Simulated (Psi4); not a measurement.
**OH− (hydroxide): BHLYP/aug-cc-pVTZ**

What is the energy change on altering one bond length of OH− (hydroxide) at BHLYP/aug-cc-pVTZ? 

The calculation is run with Psi4 1.11.

2 further runs of the same task are left out: 2 set aside as unsound or not needed.

### Step 1. Starting point

The species is OH− (2 atoms), meant as a singlet with charge -1. As SMILES, `[OH-]`. The coordinates come from a PBE0-D4/def2-TZVPD relaxation.

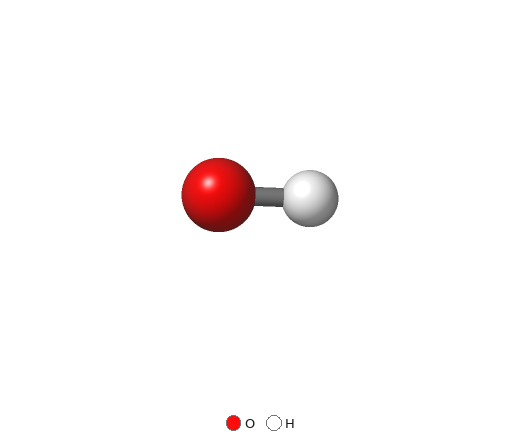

Viewed from a chosen angle; oxygen red, hydrogen white.

### Step 2. A single-point energy at BHLYP/aug-cc-pVTZ

Input file input.json:

```json
{
  "schema_name": "qcschema_input",
  "schema_version": 1,
  "molecule": {
    "schema_name": "qcschema_molecule",
    "schema_version": 2,
    "symbols": ["O", "H"],
    "geometry": [0.77818922, -0.2490659, 0.4015668, -0.77818922, 0.2490659, -0.4015668],
    "molecular_charge": -1,
    "molecular_multiplicity": 1,
    "fix_symmetry": "c1"
  },
  "driver": "energy",
  "model": {
    "method": "bhhlyp",
    "basis": "aug-cc-pVTZ"
  },
  "keywords": {
    "puream": true,
    "e_convergence": 1e-09,
    "d_convergence": 1e-08,
    "scf_type": "pk",
    "dft_radial_points": 99,
    "dft_spherical_points": 590,
    "scf_properties": ["DIPOLE", "QUADRUPOLE", "MULLIKEN_CHARGES"]
  }
}
```

Launch:

```bash
psi4 --qcschema input.json -n 1 --memory 1600MB
```

stdout, cut to the lines that bear on the results:

```text
[...]
  Running in c1 symmetry.
[...]
  Nuclear repulsion =    4.393567041470714
[...]
  Multiplicity = 1
[...]
  Nalpha       = 5
  Nbeta        = 5
[...]
    Number of basis functions: 69
[...]
   @RKS iter   1:   -75.48785938799620   -3.03771e-01   1.23166e-02 DIIS/ADIIS
[...]
   @RKS iter  11:   -75.78338485170870   -1.13687e-12   2.56008e-09 DIIS
[...]
    Orbital Energies [Eh]
    ---------------------
    Doubly Occupied:
       1A    -19.318887     2A     -0.719084     3A     -0.162526
       4A     -0.022122     5A     -0.022122
[...]
  @RKS Final Energy:   -75.78338485170870
   => Energetics <=
    Nuclear Repulsion Energy =              4.3935670414707140
    One-Electron Energy =                -116.4565237264781956
    Two-Electron Energy =                  41.0123836859636270
    DFT Exchange-Correlation Energy =      -4.7328118526648391
    Empirical Dispersion Energy =           0.0000000000000000
    VV10 Nonlocal Energy =                  0.0000000000000000
    Total Energy =                        -75.7833848517086892
[...]
 Multipole Moments:
 ------------------------------------------------------------------------------------
     Multipole            Electronic (a.u.)      Nuclear  (a.u.)        Total (a.u.)
 ------------------------------------------------------------------------------------
 L = 1.  Multiply by 2.5417464519 to convert [e a0] to [Debye]
 Dipole X            :          0.0000000            0.0000000            0.0000000
 Dipole Y            :         -0.0000000            0.0000000           -0.0000000
 Dipole Z            :          0.3788246           -0.8494811           -0.4706565
 Magnitude           :                                                    0.4706565
 L = 2.  Multiply by 1.3450342976 to convert [e a0^2] to [Debye ang]
 Quadrupole XX       :         -7.8090737            0.0000000           -7.8090737
 Quadrupole XY       :          0.0000000            0.0000000            0.0000000
[...]
  Mulliken Charges: (a.u.)
   Center  Symbol    Alpha    Beta     Spin     Total
       1     O     4.53298  4.53298  0.00000 -1.06596
       2     H     0.46702  0.46702  0.00000  0.06596
   Total alpha =  5.00000, Total beta =  5.00000, Total charge = -1.00000
[...]
```

The result, in JSON:

```text
{
 "driver": "energy",
 "model": {
  "method": "bhhlyp",
  "basis": "aug-cc-pVTZ"
 },
 "success": true,
 "return_result": -75.7833848517087,
 "properties": {
  "calcinfo_nbasis": 69,
  "calcinfo_nmo": 69,
  "calcinfo_nalpha": 5,
  "calcinfo_nbeta": 5,
  "calcinfo_natom": 2,
  "nuclear_repulsion_energy": 4.393567041470714,
  "return_energy": -75.7833848517087,
  "scf_one_electron_energy": -116.4565237264782,
  "scf_two_electron_energy": 41.01238368596363,
  "scf_xc_energy": -4.732811852664839,
  "scf_dipole_moment": [3.293907233297577e-15, -5.634796787983308e-15, -0.4706565379904636],
  "scf_total_energy": -75.7833848517087,
  "scf_iterations": 11
 }
}
```

Wall time 3.3 s (1 thread of Intel Xeon 6975P-C (Granite Rapids), shared host); peak memory 0.49 GiB.

### Step 3. The distorted shape: energy and gradient at BHLYP/aug-cc-pVTZ

Input file ho.xyz:

```xyz
2
HO
O      0.823580    -0.263594     0.424990
H     -0.411800     0.131800    -0.212500
```

Input file run.py:

```python
import psi4

psi4.set_memory('1600 MB')
psi4.set_num_threads(1)
psi4.set_output_file('psi4.out', False)

with open('ho.xyz') as f:
    atoms = ''.join(f.readlines()[2:])
mol = psi4.geometry('-1 1\n' + atoms + 'symmetry c1')

options = {'puream': True, 'e_convergence': 1e-09, 'd_convergence': 1e-08, 'scf_type': 'pk', 'dft_radial_points': 99, 'dft_spherical_points': 590}
psi4.set_options(options)

result = psi4.gradient('bhhlyp/aug-cc-pVTZ')
print('gradient / Eh bohr^-1')
print(result.np.round(6))
```

Launch:

```bash
python run.py
```

psi4.out, cut to the lines that bear on the results:

```text
[...]
  Running in c1 symmetry.
[...]
  Nuclear repulsion =    2.929091603626577
[...]
  Multiplicity = 1
[...]
  Nalpha       = 5
  Nbeta        = 5
[...]
    Number of basis functions: 69
[...]
   @RKS iter   1:   -75.30347742529375   -2.99736e-01   1.30683e-02 DIIS/ADIIS
[...]
   @RKS iter  12:   -75.69531039489226   -5.96856e-13   5.73626e-10 DIIS
[...]
    Orbital Energies [Eh]
    ---------------------
    Doubly Occupied:
       1A    -19.379008     2A     -0.675967     3A     -0.108528
       4A     -0.041965     5A     -0.041965
[...]
  @RKS Final Energy:   -75.69531039489226
   => Energetics <=
    Nuclear Repulsion Energy =              2.9290916036265773
    One-Electron Energy =                -113.4004175709070239
    Two-Electron Energy =                  39.4300933664334394
    DFT Exchange-Correlation Energy =      -4.6540777940452482
    Empirical Dispersion Energy =           0.0000000000000000
    VV10 Nonlocal Energy =                  0.0000000000000000
    Total Energy =                        -75.6953103948922603
[...]
 Multipole Moments:
 ------------------------------------------------------------------------------------
     Multipole            Electronic (a.u.)      Nuclear  (a.u.)        Total (a.u.)
 ------------------------------------------------------------------------------------
 L = 1.  Multiply by 2.5417464519 to convert [e a0] to [Debye]
 Dipole X            :          0.0000000           -0.0000000            0.0000000
 Dipole Y            :          0.0000000            0.0000000            0.0000000
 Dipole Z            :          1.2792510           -1.2742013            0.0050497
 Magnitude           :                                                    0.0050497
[...]
  -Total Gradient:
     Atom            X                  Y                   Z
    ------   -----------------  -----------------  -----------------
       1       -0.000000000000    -0.000000000000     0.108867455267
       2        0.000000000000     0.000000000000    -0.108867463875
[...]
```

The script printed:

```text
gradient / Eh bohr^-1
[[-0.       -0.        0.108867]
 [ 0.        0.       -0.108867]]
```

It took 4.2 s on 1 thread of Intel Xeon 6975P-C (Granite Rapids), shared host; peak memory 0.49 GiB.

### Step 4. Summary of results

Level: BHLYP/aug-cc-pVTZ.

| quantity | value |
| --- | --- |
| first shape: total energy | -75.78338 Eh |
| first shape: HOMO energy | -0.60 eV |
| first shape: LUMO energy | 4.25 eV |
| first shape: HOMO–LUMO gap (to an unbound level, set by the basis) | 4.85 eV |
| distorted shape: total energy | -75.69531 Eh |
| distorted shape: HOMO energy | -1.14 eV |
| distorted shape: LUMO energy | 4.19 eV |
| distorted shape: HOMO–LUMO gap (to an unbound level, set by the basis) | 5.34 eV |
| distorted shape: largest force on an atom | 5.598 eV/Å |
| energy change with the O1–H2 bond stretched from 0.964 to 1.445 Å | 2.397 eV |

What this shows: With the O1–H2 bond stretched from 0.964 to 1.445 Å the energy rises by 2.40 eV (231 kJ/mol). The first shape isn't relaxed at this level, so the change isn't measured from a minimum.
